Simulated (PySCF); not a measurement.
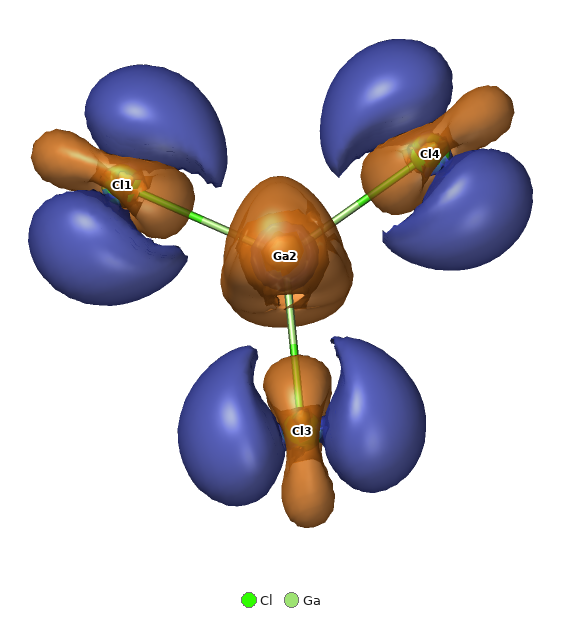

Figure 1: Cl$_{3}$Ga, SMILES `Cl[Ga](Cl)Cl`. Dual descriptor f⁺ − f⁻ at ±0.015 e/Å³ (orange positive, blue negative).

Method: BLYP/def2-SVPD; geometry: GFN2-xTB; program: PySCF. No frequency check shows the geometry to be a minimum. GFN2-xTB bond lengths at metals and heavier atoms can be off by up to 0.1 Å and shapes distorted, which carries into these values.

Question: Which atoms come out as electrophilic, and which as nucleophilic?

Answer: Electrophilic (positive): Ga2 (+0.21). Nucleophilic (negative): Cl1, Cl3 and Cl4 (−0.07). f⁻ (Hirshfeld-condensed) is largest on Cl1, Cl3 and Cl4 (0.30 each); the vertical ionisation energy is 10.83 eV. f⁺ (Hirshfeld-condensed) is largest on Ga2 (0.32) and Cl1, Cl3 and Cl4 (0.23 each); the vertical electron affinity is 0.48 eV (the stability of the anion's solution wasn't checked; the anion's highest orbital has positive energy, so this value and f⁺ depend on the basis).

The PySCF run took 49 s on 1 thread of AMD EPYC 9R45 96-Core Processor (Zen 5), with other jobs on the host, peak memory 0.52 GiB.
